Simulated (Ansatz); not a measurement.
```yaml
crystal:
  periodic: [false, false, false]
  atoms:
    - {symbol: N, position_ang: [-0.622586, 0.299579, -0.755122]}
    - {symbol: Al, position_ang: [0.398054, 0.002446, 0.643756]}
    - {symbol: I, position_ang: [1.588089, 1.944723, 1.611684]}
    - {symbol: H, position_ang: [-1.150040, 1.144678, -0.904922]}
    - {symbol: H, position_ang: [-0.761057, -0.347085, -1.514491]}
    - {symbol: H, position_ang: [0.551166, -1.436850, 1.257882]}
basis:
  gaussian: {orbitals: def2-TZVPP}
hamiltonian: {xc: {name: B3LYP}, dispersion: d4}
output: {forces: true}
```

Geometry: moved along internal coordinates away from the minimum.

Work out the structure from the coordinates.

The molecule is AlH₃IN. As SMILES it reads `[NH2][AlH][I]`. Coordination: 1 N trigonal planar; 1 Al trigonal planar.

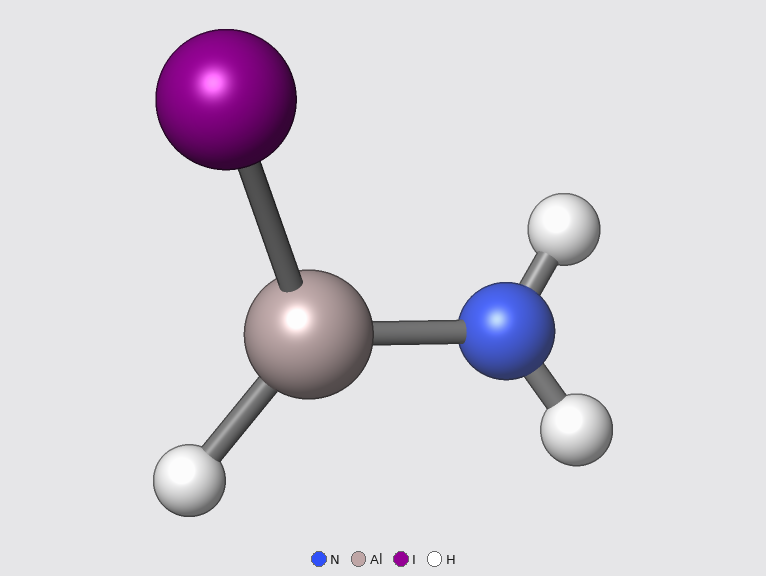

Figure made from data computed with Ansatz.
